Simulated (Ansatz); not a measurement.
**CH₅AlO₃ (SMILES C[O][Al]([OH])[OH]): density, localisation and related maps**

The calculation's input:

```
basis:
  gaussian: {orbitals: def2-TZVPD}
crystal:
  periodic: [false, false, false]
  atoms:
    - symbol: C
      position_ang: [-0.077792, 1.412964, -0.429366]
    - symbol: Al
      position_ang: [-1.648339, -0.036971, 1.486453]
    - symbol: O
      position_ang: [-0.983392, 1.241793, 0.609246]
    - symbol: O
      position_ang: [-2.769300, 0.272135, 2.719855]
    - symbol: O
      position_ang: [-1.191485, -1.629060, 1.130037]
    - symbol: H
      position_ang: [-0.556530, 1.921546, -1.285723]
    - symbol: H
      position_ang: [0.770197, 2.044705, -0.108455]
    - symbol: H
      position_ang: [0.340161, 0.458917, -0.800620]
    - symbol: H
      position_ang: [-3.060903, 1.152440, 2.960728]
    - symbol: H
      position_ang: [-1.531740, -2.397153, 1.590302]
hamiltonian: {xc: {name: PBE0}}
output: {forces: true, orbitals: {seedname: orbitals}}
```

Run with:

```sh
ansatz run input.yaml --threads 2 --pin off --max-ram 5220MiB --events-out events.jsonl --progress --plain --runs-dir runs
```

Geometry: PBE0-D4/def2-SVP.

The calculation used Ansatz 0.2.0, isolated molecule in a Gaussian basis; Kohn-Sham density functional theory, functional PBE0.

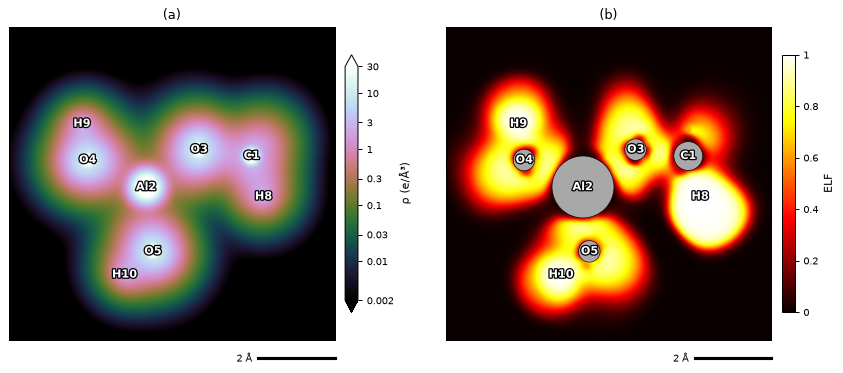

Figure 1. (a) electron density; (b) ELF on the plane of atoms Al2, O5 and H10. Grey discs cover the atomic cores in the ELF map.

**Describe what can be read from this map.**

The plane passes through C, Al, O and H nuclei. C–O (1.39 Å): the density is about 2.1 e/Å³ at the midpoint, with its minimum of 1.8 e/Å³ about 0.5 Å from C; the ELF peaks at about 0.85 between the atoms: a polar covalent bond. Al–O (1.69 Å): the density is about 0.9 e/Å³ at the midpoint; the ELF peaks at about 0.85 in the valence shell of O, 0.6 Å from its nucleus, and is about 0.40 at the midpoint. O–H (0.96 Å): ρ at the midpoint is about 3.8 e/Å³; the ELF climbs to about 1 towards the hydrogen, as it does in any bond to H; a covalent bond by its length. C–H (1.11 Å): ρ at the midpoint is about 2 e/Å³; the ELF climbs to about 1 towards the hydrogen; a covalent bond by its length. The ELF also peaks beside O5, O4 and O3, away from the bonds: lone-pair regions.

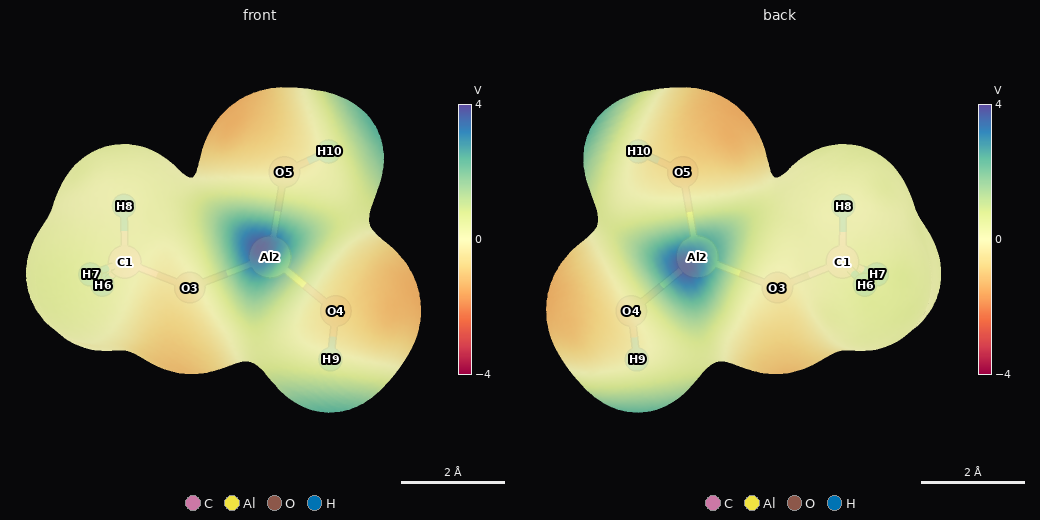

Figure 2. The molecular electrostatic potential painted on the density surface at 0.002 e/bohr³, seen from the front and from behind; the colour scale runs from red (negative) to blue (positive).

**Which sites attract a positive test charge, and which a negative one?**

A positive charge is drawn to the negative regions and a negative charge to the positive ones. The most negative region (about −1.4 V, or −32 kcal/mol for a unit charge) lies over O4 and O5, the most positive (about +3.6 V, or +83 kcal/mol for a unit charge) over Al2.

**How polar is the molecule by this calculation?**

Its dipole moment is 0.36 D.

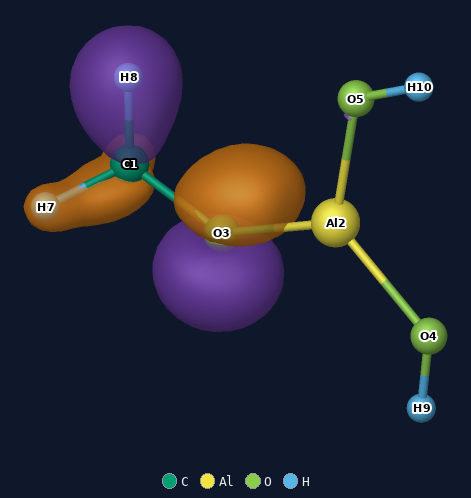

Figure 3. The HOMO−1 at ±0.2 Å⁻³ᐟ² (orange and purple are the two phases), seen at a tilt.

**Where does this orbital lie, and at what energy?**

By Hirshfeld shares it lies mainly on O3 (about 55 %), C1 (about 15 %) and H8 (about 15 %). Its energy is −8.34 eV.

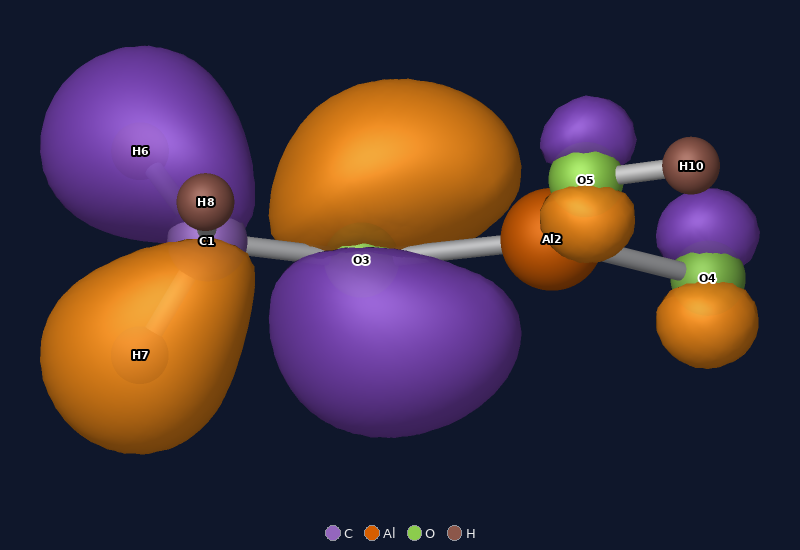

Figure 4. One frontier orbital at ±0.1 Å⁻³ᐟ² (orange and purple are the two phases), seen from one side.

**Which orbital is it: HOMO or LUMO?**

The HOMO, at −8.09 eV. Its weight (Hirshfeld) is mainly on O3 (about 55 %), C1 (about 15 %), H6 (about 10 %) and H7 (about 10 %).
